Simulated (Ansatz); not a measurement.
**Single-point calculation of CH4ClSi (charge −1)**

The run: single-point calculation of CH4ClSi, charge −1. Method and program: RHF-CCSD(T), frozen core/def2-TZVPPD (Ansatz 0.2.0).

The geometry comes from this level: PBE0-D4/def2-TZVPD.

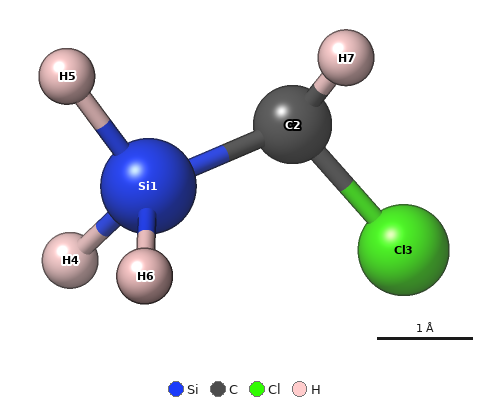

The input geometry (ball-and-stick view, seen at a tilt; atoms are numbered from 1 in the order of the input).

**Summary**

```json
{"quantity": "outcome", "value": "converged"}
{"quantity": "total energy", "value": "−21475.1308 eV"}
{"quantity": "mean-field energy", "value": "−21459.3739 eV"}
{"quantity": "CCSD correlation", "value": "−15.0832 eV"}
{"quantity": "(T) correction", "value": "−0.6737 eV"}
{"quantity": "T1 diagnostic", "value": "0.013"}
{"quantity": "SCF solution under orbital rotations", "value": "stable"}
{"quantity": "hardware", "value": "2 threads of Arm Neoverse V1, 23 GiB of memory available, shared host"}
{"quantity": "wall time", "value": "56 s (CPU time 1.8 min)"}
{"quantity": "peak memory", "value": "2.4 GiB"}
```

**The input**
```yaml
crystal:
  periodic: [false, false, false]
  atoms:
    - {symbol: Si, position_ang: [-0.560777, 0.292854, -0.268267]}
    - {symbol: C, position_ang: [1.093084, -0.345829, 0.030760]}
    - {symbol: Cl, position_ang: [1.078908, -1.878262, 1.024453]}
    - {symbol: H, position_ang: [-1.387951, -0.614232, -1.141419]}
    - {symbol: H, position_ang: [-0.446773, 1.600694, -1.010432]}
    - {symbol: H, position_ang: [-1.568642, 0.610783, 0.842961]}
    - {symbol: H, position_ang: [1.792150, 0.333992, 0.521942]}
basis:
  gaussian: {orbitals: "def2-TZVPPD.json"}
total_charge: -1
correlation: {method: ccsd_t}
```

Command:
```bash
ansatz run in.yaml --threads 2 --pin off --events-out ev --progress --plain --max-ram 4352MiB
```

**The program's output**
```
Functional definition: HF
  name "HF"
  cite "Fock, Z. Phys. 61, 126 (1930) doi:10.1007/BF01340294"
  parent pbe
  exchange = exact_x
  correlation = 0
1156 factors; integrals over basis functions are off by at most 1.1e-3 eV
mean field evaluation 1: about -21457.6674 eV, gradient 1.9e1 eV
mean field evaluation 2: about -21457.8151 eV, gradient 2.0e1 eV
mean field evaluation 4: about -21459.3319 eV, gradient 2.5e0 eV
mean field evaluation 8: about -21459.3729 eV, gradient 2.4e-1 eV
mean field evaluation 16: about -21459.3739 eV, gradient 2.6e-6 eV
mean field -21459.37388698 eV, -788.6174446606 hartree, gradient 2.6e-6 eV, S^2 0.000000; 0 other end points of the search recorded, 0 dependent functions left out
11 core orbitals not correlated: weight in the atoms' cores, before any rotation towards them, 1.000 or more for the frozen orbitals, at most 0.000 for the correlated occupied ones
reference -21459.37388698 eV, -788.6174446606 hartree; 10, 10 occupied and 183, 183 virtual orbitals, 1156 factors
second order -13.90477237 eV of doubles, -0.00000000 eV of singles
cycle   1  -14.61049422 eV  change   -7.1e-1 eV  update   8.8e-2
cycle   2  -15.01503508 eV  change   -4.0e-1 eV  update   2.7e-2
cycle   3  -15.09102798 eV  change   -7.6e-2 eV  update   1.3e-2
cycle   4  -15.08469397 eV  change    6.3e-3 eV  update   4.0e-3
cycle   5  -15.08301822 eV  change    1.7e-3 eV  update   2.2e-3
cycle   6  -15.08323472 eV  change   -2.2e-4 eV  update   8.5e-4
cycle   7  -15.08316105 eV  change    7.4e-5 eV  update   4.1e-4
cycle   8  -15.08319874 eV  change   -3.8e-5 eV  update   1.8e-4
cycle   9  -15.08325235 eV  change   -5.4e-5 eV  update   8.2e-5
cycle  10  -15.08322686 eV  change    2.5e-5 eV  update   3.8e-5
cycle  11  -15.08321783 eV  change    9.0e-6 eV  update   1.9e-5
```

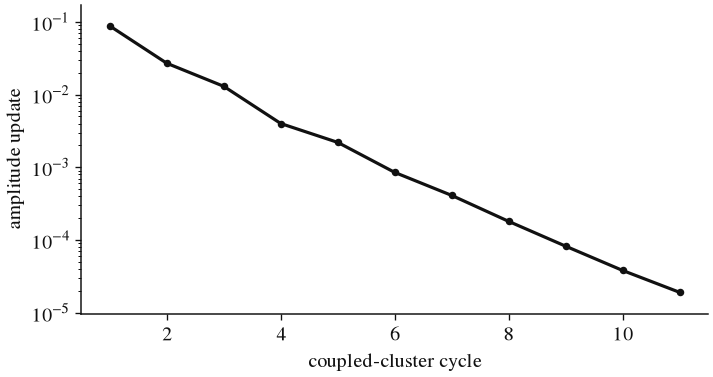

Convergence of the coupled-cluster equations: amplitude update against the coupled-cluster cycle. The residual falls at every step.

```
perturbative correction -0.67366461 eV, -0.0247567178 hartree
Total energy: -21475.13076943 eV, -789.1964994101 hartree
```
